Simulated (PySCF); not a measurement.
**Run report: C4H4F3S, EPR calculation**

C4H4F3S, multiplicity 2, computed with UKS B3LYP, pcH-1 on C F H S, non-relativistic, mean-field spin-orbit, GIAO (PySCF 2.14.0).

It belongs to a series of runs on one base structure; here: H removed from sp3 C.

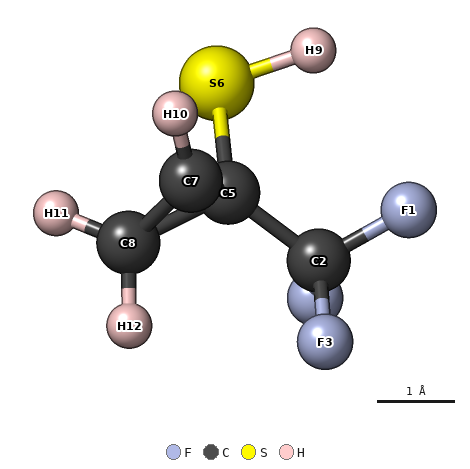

Figure 1. The input geometry (ball-and-stick view, seen at a tilt; atoms are numbered from 1 in the order of the input). Bond lengths as drawn: C–C 1.45 to 1.52 Å, C–F 1.34 to 1.35 Å, C–H 1.07 to 1.09 Å, C–S 1.83 Å and H–S 1.33 Å.

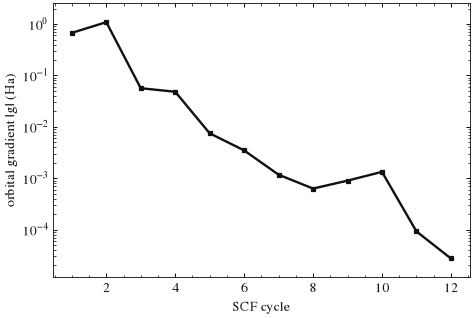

Figure 2. Convergence of the self-consistent field: orbital gradient |g| against the SCF cycle. All cycles printed in the log are drawn one after another.

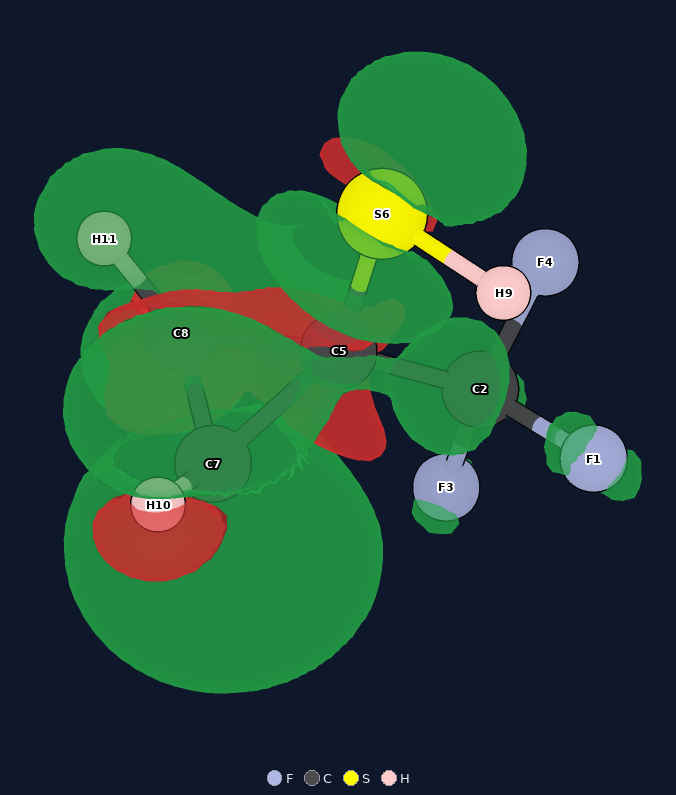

Figure 3. Isosurfaces of the spin density (α minus β) at +0.006 (green) and −0.006 e/Å³ (red), seen from the side. The unpaired spin (1 electron) lies mostly on C7 (about 0.7), in electrons by Hirshfeld's partition.

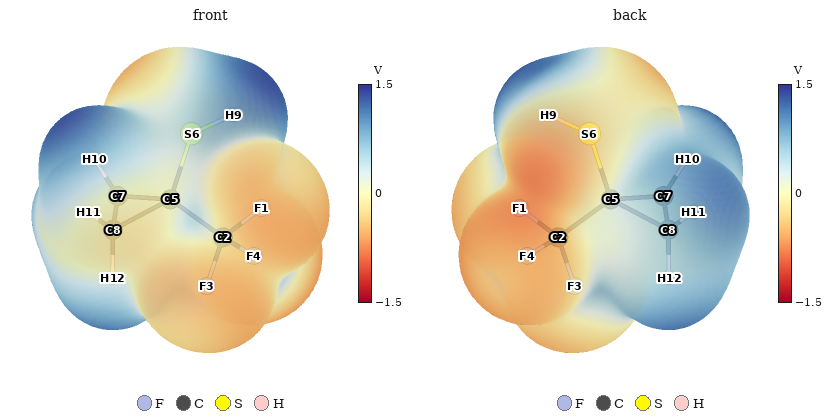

Figure 4. The electrostatic potential painted on the density surface at 0.002 e/bohr³, seen face on and from behind; red is negative and blue positive.

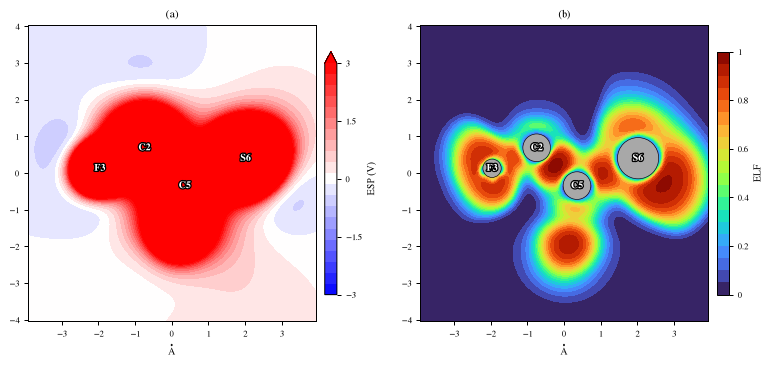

Figure 5. (a) electrostatic potential; (b) electron localisation function on the plane of atoms F3, C2 and C5. Grey discs, where drawn, cover atomic cores. Atoms in the plane: C, F and S. C–F (1.34 Å): the ELF peaks at about 0.85 between the atoms, which marks a shared but strongly polarised pair.

The input and output of the run follow.

Input:
```
{"job": {"kind": "epr", "basis": "pcH-1"}, "charge": 0, "multiplicity": 2}
F     -2.197894    -0.531130    -0.367379
C     -1.032422    -0.825399     0.238195
F     -0.651703    -2.020852    -0.228895
F     -1.316805    -0.993777     1.536837
C      0.012097     0.234913     0.002137
S     -0.475200     1.862964     0.670255
C      0.886158     0.202004    -1.160290
C      1.481636    -0.145358     0.124352
H     -1.669628     1.910310     0.080070
H      1.114486     0.947984    -1.888061
H      2.157980     0.542656     0.621803
H      1.692494    -1.185001     0.344948
```

The first line tells a small driver script what to run in PySCF; the rest is the geometry in Å.

Launched with:
```bash
OMP_NUM_THREADS=1 python <driver script> task.json out
```

The program's output:
```
UKS, coarse grid
  cycle   1  E = -852.32767738  |g| = 6.75e-01
  cycle   2  E = -852.11906302  |g| = 1.09e+00
  cycle   3  E = -852.47727703  |g| = 5.65e-02
  cycle   4  E = -852.47786397  |g| = 4.82e-02
  cycle   5  E = -852.47898800  |g| = 7.48e-03
  cycle   6  E = -852.47902442  |g| = 3.48e-03
  cycle   7  E = -852.47903228  |g| = 1.17e-03
  cycle   8  E = -852.47903388  |g| = 6.29e-04
UKS, final grid
  cycle   1  E = -852.47900743  |g| = 8.97e-04
  cycle   2  E = -852.47900711  |g| = 1.33e-03
  cycle   3  E = -852.47900773  |g| = 9.22e-05
  cycle   4  E = -852.47900774  |g| = 2.74e-05
E = -852.47900774 Eh   <S^2> = 0.7538 (exact 0.7500)
g shifts (ppm)      1          2          3
  rmc          -158       -158       -158
  gc             28          5         12
  oz_so         153        582       1298
  total          23        430       1153
hyperfine (MHz)  atom isotope    a_iso     a_fc   dipolar eigenvalues
    0   19F       7.97       7.90     -8.87     -7.00     15.87
    1   13C      30.01      30.01     -2.95     -1.99      4.94
    2   19F       5.05       4.97     -6.78     -3.55     10.33
    3   19F      -1.87      -1.93     -2.83     -2.24      5.07
    4   13C     -17.46     -17.48     -5.03     -0.20      5.23
    5   33S      -0.65      -0.65    -10.67     -8.17     18.84
    6   13C     246.44     246.52    -76.18    -72.20    148.38
    7   13C     -21.56     -21.57     -4.89      0.78      4.10
    8    1H      -0.22      -0.25     -3.45     -0.56      4.01
    9    1H     -16.58     -16.60    -33.44     -4.65     38.10
   10    1H      64.59      64.59     -4.67     -2.47      7.14
   11    1H     102.98     102.97     -6.47     -3.79     10.27
```

Summary:

- outcome: converged
- total energy: −852.479008 hartree
- ⟨S²⟩: 0.754
- isotropic g: 2.0029
- hardware: 1 CPU thread, shared host
- wall time: 67 s
- peak memory: 1 GiB
